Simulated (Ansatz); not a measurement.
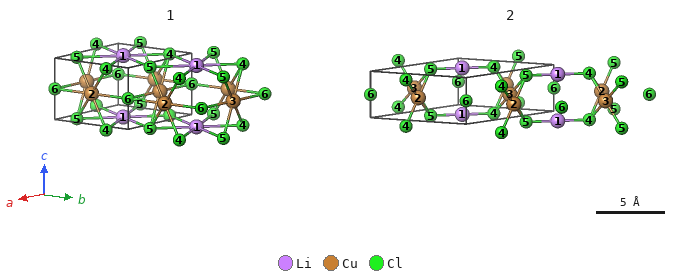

Two geometries of solid LiCu₂Cl₃ (built on the CeAl2Cu3-65 type type), drawn at one scale. One is the start of a relaxation, the other its converged end. The picture is a ball-and-stick view of the cell of the calculation, repeated 1 × 2 × 1 with one cell outlined, seen from a free direction.

The calculation used Ansatz, DFT, PBEsol, plane waves, PAW. (plane-wave cutoff 420 eV; k-point mesh 4 × 4 × 4; occupations fermi dirac; smearing width 0.03 eV; no spin polarisation; cell and atoms relaxed; force threshold 0.01 eV/Å; at most 120 steps)

Which geometry has the lower energy?

Answer. Structure 2 is the relaxed one. Over 20 accepted moves (23 points after the start) the energy falls by 4.361 eV per cell of the calculation. The largest force component goes from 1.9 to 0.0038 eV/Å. Pressure: −5.59 GPa at the start and 0.01 GPa at the end. The SCF was repeated 3 times at an unchanged geometry on a basis and grid sized afresh for the cell, which shifted the energy by 41.0 meV per cell of the calculation at most. The largest moves relative to the cell, 2.26 Å, are those of Cl4 and Cl5. Cl4 goes along [1 −1 0]. Cu and Li stay in place. The drawn cell changes as follows: a = b 5.899 → 7.198 Å (+22.0 %), c 4.734 → 3.583 Å (−24.3 %), γ 118.2° → 141.3°; the volume changes by −20.0 %. Some distances before and after: Li1–Cl4 3.439 → 5.050 Å, Li1–Cl4 (another image) 3.432 → 2.339 Å, Cu2–Cl6 2.950 → 3.599 Å, Cu2–Cu3 3.027 → 2.384 Å. The space group stays Cmmm (No. 65). The run took 77 s on 2 threads of Arm Neoverse V2, on a shared host, peak memory 0.46 GiB.
